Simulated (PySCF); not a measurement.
# Run report: C2H9GeO2 (charge −1), geometry relaxation

The run: geometry relaxation of C2H9GeO2, charge −1, SMILES C[O][GeH3-][O]C. Method and program: PBE0-D3(BJ)/ma-def2-SVP geometry optimisation, gas phase (PySCF 2.14.0).

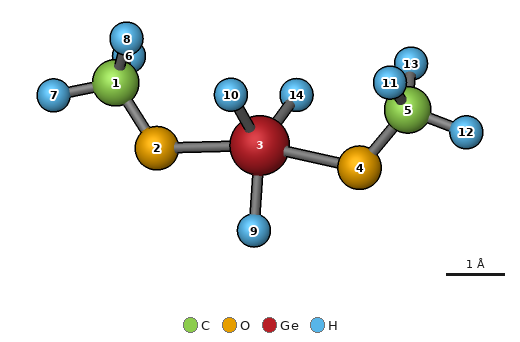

*The input geometry (ball-and-stick view, seen at a tilt; atoms are numbered from 1 in the order of the input). Sticks mark near contacts.*

Input:
```
{"job": {"xc": "PBE0", "basis": "ma-def2-SVP", "d3": "d3bj", "grid": 1, "kind": "geom"}, "charge": -1, "multiplicity": 1}
C     -2.535394     0.064109    -1.258196
O     -2.100359     0.604665    -0.083268
Ge    -0.238234     0.338634     0.555870
O      1.512932     0.379022     1.487744
C      2.559965    -0.381867     1.054587
H     -2.940820    -0.955858    -1.125510
H     -3.338911     0.684750    -1.692049
H     -1.731554    -0.008536    -2.013599
H     -0.660214     1.256057     1.650095
H      0.345911     0.734074    -0.798989
H      3.073514     0.064089     0.183064
H      3.307590    -0.491777     1.858740
H      2.248461    -1.398154     0.751718
H     -0.332888    -1.182610     0.633807
```

The first line tells a small driver script what to run in PySCF; the rest is the geometry in Å.

Machine: 1 CPU thread, shared host.

Launch command:
```bash
OMP_NUM_THREADS=1 python <driver script> task.json out
```

What the program printed:
```
step   0  E = -2308.15462658  max force = 0.013815
step   1  E = -2308.15919114  max force = 0.002507
step   2  E = -2308.16051178  max force = 0.001622
step   3  E = -2308.16089657  max force = 0.001160
step   4  E = -2308.16098345  max force = 0.000736
step   5  E = -2308.16101092  max force = 0.000792
step   6  E = -2308.16105459  max force = 0.000492
step   7  E = -2308.16108546  max force = 0.000225
step   8  E = -2308.16109937  max force = 0.000209
optimisation converged
```

Trajectory as extended XYZ (Å, eV, eV/Å), 9 frames, from step=0 to step=8:
```
14
Properties=species:S:1:pos:R:3:forces:R:3 step=0 energy=-62808.08654
C    -2.5354    0.0641   -1.2582    0.2175   0.2251   0.5904
O    -2.1004    0.6047   -0.0833    0.1914   0.0291   0.1145
Ge   -0.2382    0.3386    0.5559   -0.0173   0.0432   0.0375
O     1.5129    0.3790    1.4877   -0.1948   0.0132  -0.0237
C     2.5600   -0.3819    1.0546   -0.5235   0.3994   0.1766
H    -2.9408   -0.9559   -1.1255   -0.1927  -0.4084  -0.1305
H    -3.3389    0.6847   -1.6921   -0.2588   0.0559  -0.2713
H    -1.7315   -0.0085   -2.0136    0.2298  -0.0515  -0.4221
H    -0.6602    1.2561    1.6501   -0.2676   0.6199   0.7104
H     0.3459    0.7341   -0.7990    0.2383   0.2598  -0.5242
H     3.0735    0.0641    0.1831    0.3210   0.0508  -0.3505
H     3.3076   -0.4918    1.8587    0.3342  -0.1304   0.1169
H     2.2485   -1.3982    0.7517    0.0100  -0.4756  -0.1240
H    -0.3329   -1.1826    0.6338   -0.0876  -0.6307   0.1001
14
Properties=species:S:1:pos:R:3:forces:R:3 step=1 energy=-62808.21075
C    -2.4509    0.0350   -1.2456    0.0362   0.0290   0.1289
O    -2.1046    0.6130   -0.0595    0.0898   0.0259   0.0167
Ge   -0.2641    0.3961    0.6236   -0.0244   0.0269   0.0217
O     1.5022    0.3969    1.5035   -0.0715  -0.0624  -0.0429
C     2.4928   -0.3936    0.9982   -0.0942   0.0904   0.0271
H    -2.8249   -1.0127   -1.1344   -0.0020  -0.0621  -0.0520
H    -3.2643    0.6065   -1.7481   -0.0229  -0.0435  -0.0646
H    -1.6051   -0.0164   -1.9767    0.0091   0.0073  -0.0563
H    -0.6868    1.3438    1.7539   -0.0664   0.0965   0.0845
H     0.3259    0.8226   -0.7598    0.0429   0.0788  -0.0275
H     2.9909    0.0406    0.0960    0.0413  -0.0256  -0.0573
H     3.2950   -0.5563    1.7528    0.0602  -0.0397  -0.0374
H     2.1368   -1.4092    0.6919    0.0162  -0.0590  -0.0037
H    -0.3727   -1.1600    0.7085   -0.0143  -0.0625   0.0628
14
Properties=species:S:1:pos:R:3:forces:R:3 step=2 energy=-62808.24668
C    -2.3365    0.0591   -1.2511   -0.0531   0.0115  -0.0522
O    -2.0754    0.7047   -0.0776   -0.0303  -0.0012  -0.0688
Ge   -0.2811    0.4647    0.6853   -0.0183   0.0171   0.0404
O     1.4733    0.3310    1.5568    0.0459  -0.0155  -0.0088
C     2.3907   -0.4792    0.9541    0.0834  -0.0264   0.0320
H    -2.6168   -1.0186   -1.1253    0.0402   0.0089   0.0226
H    -3.1859    0.5325   -1.7979    0.0248  -0.0259   0.0234
H    -1.4724    0.0634   -1.9668   -0.0216   0.0177   0.0313
H    -0.7042    1.4286    1.8155    0.0108  -0.0152  -0.0068
H     0.3639    0.9319   -0.6631    0.0316   0.0201  -0.0141
H     2.8164   -0.0578    0.0064   -0.0435  -0.0024   0.0064
H     3.2632   -0.6701    1.6217   -0.0258   0.0057  -0.0292
H     1.9876   -1.4897    0.6787   -0.0078   0.0385   0.0192
H    -0.4533   -1.0889    0.7700   -0.0364  -0.0327   0.0045
14
Properties=species:S:1:pos:R:3:forces:R:3 step=3 energy=-62808.25715
C    -2.2756    0.1097   -1.3002   -0.0057   0.0114  -0.0454
O    -2.0417    0.7987   -0.1458   -0.0017  -0.0597   0.0063
Ge   -0.2924    0.4817    0.7026    0.0140   0.0228  -0.0065
O     1.4379    0.2605    1.6172    0.0061   0.0069  -0.0222
C     2.3404   -0.5453    0.9858    0.0088  -0.0278  -0.0032
H    -2.4644   -0.9845   -1.1476    0.0230   0.0134   0.0278
H    -3.1692    0.5024   -1.8369   -0.0006  -0.0003   0.0166
H    -1.4281    0.1663   -2.0328   -0.0129   0.0113   0.0123
H    -0.7187    1.4471    1.8325    0.0190  -0.0360  -0.0342
H     0.4270    0.9536   -0.6109    0.0065  -0.0238   0.0355
H     2.7086   -0.1348    0.0096   -0.0274   0.0065   0.0145
H     3.2473   -0.7115    1.6101   -0.0067   0.0125   0.0094
H     1.9393   -1.5653    0.7469    0.0025   0.0160   0.0122
H    -0.5433   -1.0664    0.7753   -0.0250   0.0466  -0.0231
14
Properties=species:S:1:pos:R:3:forces:R:3 step=4 energy=-62808.25952
C    -2.2372    0.1285   -1.3455    0.0268   0.0120  -0.0047
O    -2.0146    0.8379   -0.2014   -0.0145   0.0045  -0.0027
Ge   -0.2923    0.5044    0.6903   -0.0055  -0.0231   0.0052
O     1.3964    0.2229    1.6620    0.0176   0.0378  -0.0086
C     2.3018   -0.5872    1.0412   -0.0283  -0.0260  -0.0247
H    -2.3365   -0.9755   -1.1797    0.0082   0.0057   0.0126
H    -3.1756    0.4514   -1.8494   -0.0125   0.0022   0.0031
H    -1.4218    0.2425   -2.1063   -0.0057   0.0066  -0.0100
H    -0.7254    1.4757    1.8097   -0.0060  -0.0177  -0.0155
H     0.4887    0.9845   -0.5837   -0.0138  -0.0268   0.0179
H     2.6373   -0.2016    0.0436    0.0052   0.0028   0.0084
H     3.2242   -0.7143    1.6505    0.0051   0.0082   0.0175
H     1.9143   -1.6208    0.8439    0.0085   0.0000   0.0089
H    -0.5918   -1.0354    0.7310    0.0147   0.0138  -0.0074
14
Properties=species:S:1:pos:R:3:forces:R:3 step=5 energy=-62808.26026
C    -2.2080    0.1578   -1.3957    0.0289  -0.0098   0.0030
O    -1.9959    0.8600   -0.2461   -0.0407   0.0062   0.0284
Ge   -0.3038    0.4932    0.6852    0.0189   0.0106  -0.0090
O     1.3683    0.2163    1.6846    0.0012  -0.0012   0.0240
C     2.2839   -0.6036    1.0924   -0.0226   0.0054  -0.0184
H    -2.2363   -0.9519   -1.2411   -0.0084  -0.0029  -0.0109
H    -3.1785    0.4317   -1.8663   -0.0076  -0.0011  -0.0087
H    -1.4222    0.3294   -2.1766   -0.0038   0.0064  -0.0072
H    -0.7542    1.4588    1.7999   -0.0090   0.0173   0.0018
H     0.5094    0.9510   -0.5742    0.0071  -0.0069  -0.0127
H     2.6109   -0.2472    0.0813    0.0155  -0.0051   0.0010
H     3.2091   -0.6934    1.7048   -0.0003   0.0025   0.0058
H     1.9119   -1.6486    0.9330    0.0050  -0.0139   0.0071
H    -0.6267   -1.0401    0.7251    0.0158  -0.0074  -0.0042
14
Properties=species:S:1:pos:R:3:forces:R:3 step=6 energy=-62808.26145
C    -2.2004    0.1581   -1.4269    0.0068  -0.0155   0.0162
O    -2.0006    0.8480   -0.2677    0.0098   0.0157   0.0253
Ge   -0.3051    0.4960    0.6704   -0.0032  -0.0063  -0.0051
O     1.3544    0.2300    1.6958   -0.0127   0.0055   0.0055
C     2.2758   -0.6064    1.1369   -0.0119   0.0150  -0.0132
H    -2.1989   -0.9541   -1.2884   -0.0039  -0.0068  -0.0154
H    -3.1818    0.4123   -1.8872    0.0028  -0.0028  -0.0053
H    -1.4258    0.3624   -2.2107    0.0039   0.0059  -0.0051
H    -0.7682    1.4680    1.7738   -0.0109   0.0161   0.0044
H     0.5165    0.9501   -0.5844    0.0029   0.0009  -0.0097
H     2.6179   -0.2762    0.1219    0.0131  -0.0085  -0.0025
H     3.1926   -0.6804    1.7643   -0.0014  -0.0030   0.0013
H     1.9055   -1.6553    1.0002   -0.0005  -0.0079   0.0043
H    -0.6147   -1.0399    0.7078    0.0050  -0.0083  -0.0007
14
Properties=species:S:1:pos:R:3:forces:R:3 step=7 energy=-62808.26229
C    -2.1785    0.1445   -1.4582   -0.0116  -0.0001   0.0079
O    -2.0035    0.8286   -0.2910    0.0006   0.0042  -0.0100
Ge   -0.3119    0.5024    0.6578    0.0018  -0.0062   0.0036
O     1.3355    0.2589    1.7051    0.0047  -0.0022  -0.0034
C     2.2581   -0.5980    1.1802   -0.0006   0.0077  -0.0022
H    -2.1441   -0.9687   -1.3330    0.0036  -0.0046  -0.0037
H    -3.1661    0.3730   -1.9185    0.0032  -0.0007  -0.0026
H    -1.4092    0.3821   -2.2378    0.0053   0.0003   0.0014
H    -0.7929    1.4840    1.7464   -0.0055   0.0049   0.0012
H     0.5166    0.9513   -0.5952   -0.0005   0.0051   0.0005
H     2.6193   -0.2968    0.1628    0.0027  -0.0046  -0.0021
H     3.1647   -0.6632    1.8231    0.0004  -0.0027   0.0025
H     1.8817   -1.6475    1.0654   -0.0029   0.0011  -0.0004
H    -0.6021   -1.0380    0.6989   -0.0012  -0.0025   0.0073
14
Properties=species:S:1:pos:R:3:forces:R:3 step=8 energy=-62808.26267
C    -2.1686    0.1291   -1.4687   -0.0076  -0.0004  -0.0013
O    -2.0086    0.8146   -0.3002    0.0107   0.0000  -0.0026
Ge   -0.3163    0.5072    0.6559   -0.0066   0.0013   0.0007
O     1.3317    0.2797    1.7058   -0.0001  -0.0032  -0.0042
C     2.2518   -0.5867    1.1923    0.0066   0.0000   0.0005
H    -2.1254   -0.9841   -1.3446    0.0032   0.0010   0.0011
H    -3.1543    0.3491   -1.9373    0.0014  -0.0004  -0.0007
H    -1.3951    0.3740   -2.2421    0.0016  -0.0018   0.0037
H    -0.8066    1.4940    1.7363   -0.0007  -0.0017  -0.0026
H     0.5106    0.9553   -0.5984   -0.0014   0.0033  -0.0013
H     2.6226   -0.2954    0.1754   -0.0019  -0.0012   0.0008
H     3.1534   -0.6546    1.8419   -0.0010  -0.0003   0.0008
H     1.8685   -1.6343    1.0818   -0.0022   0.0038  -0.0007
H    -0.5961   -1.0348    0.7079   -0.0019  -0.0005   0.0055
```

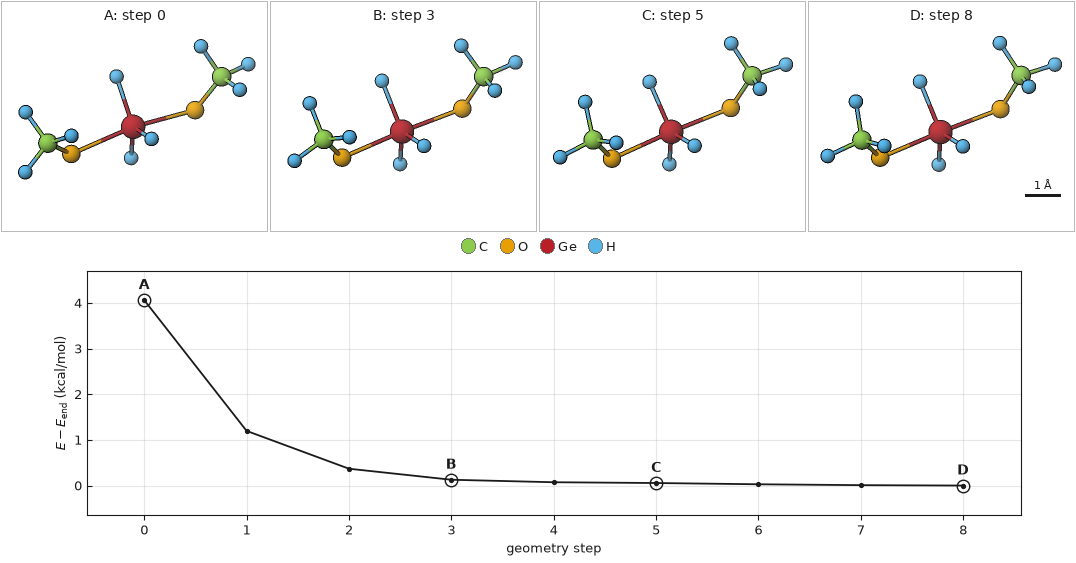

*Frames of the relaxation (ball-and-stick view, seen at a tilt) above the curves, on which the letters mark them (steps are counted from 0).*

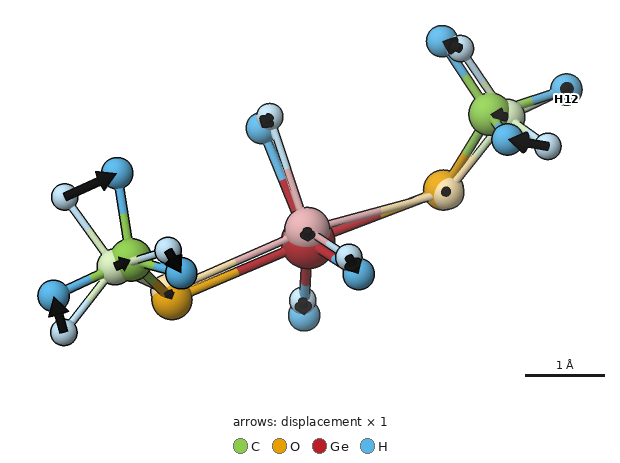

*Start (faint) and end (solid) with the displacements as black arrows, at true length (ball-and-stick view, seen at a tilt). The two geometries are laid on each other by the best rigid fit.*

After 8 geometry steps the energy has fallen by 4.06 kcal/mol. Largest force component: 0.71 eV/Å at the start, 0.011 eV/Å at the end. The atom that moves furthest after the best rigid fit is H6 (0.74 Å). Largest moves by element: H 0.74 Å, C 0.23 Å, Ge 0.20 Å, O 0.12 Å. Distances before and after: Ge3–H9 1.489 → 1.543 Å, Ge3–H10 1.527 → 1.568 Å, O2–Ge3 1.987 → 1.968 Å, Ge3–O4 1.984 → 1.967 Å. Among the angles that change: O2–Ge3–O4 167.3° → 176.2°, C1–O2–Ge3 121.5° → 116.0°, Ge3–O4–C5 121.1° → 116.0°. (Atoms are counted from 1 in the order of the input.)

Summary:

```csv
quantity,value
outcome,converged
total energy,−2308.161099 hartree
point group,C2v
wall time,89 s
peak memory,0.66 GiB
```
